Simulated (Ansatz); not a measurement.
Reaction (SMILES): [O]Cl (O-Cl) → ClO+ (triplet, bonded as Cl[O]) + e-
B3LYP-D3(BJ)/def2-TZVP geometries, fixed; electronic energies without zero-point terms.

Basis-set convergence of the adiabatic ionisation energy at HF with Ansatz (an electronic-structure program). All functions are spherical. Open shells are unrestricted. No added dispersion term, no relativity. Functions are those of the species that has most. Reference: the value in pcseg-4, 10.239 eV, itself unsure by roughly 0.005 eV (its mean distance from aug-pcseg-3, aug-cc-pV(Q+d)Z, cc-pV(5+d)Z). Deviations are taken from unrounded values.

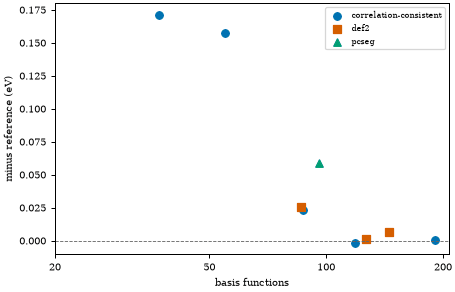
Deviation from the reference against the number of basis functions, by family of sets.

| basis | functions | adiabatic ionisation energy (eV) | minus reference (eV) |
|---|---|---|---|
| cc-pV(D+d)Z | 37 | 10.410 | 0.171 |
| aug-cc-pV(D+d)Z | 55 | 10.396 | 0.157 |
| def2-TZVPD | 86 | 10.265 | 0.026 |
| jun-cc-pV(T+d)Z | 87 | 10.263 | 0.024 |
| aug-pcseg-2 | 96 | 10.298 | 0.059 |
| cc-pV(Q+d)Z | 119 | 10.237 | -0.002 |
| def2-QZVPP | 127 | 10.240 | 0.001 |
| def2-QZVPPD | 145 | 10.246 | 0.007 |
| cc-pV(5+d)Z | 191 | 10.240 | 0.001 |
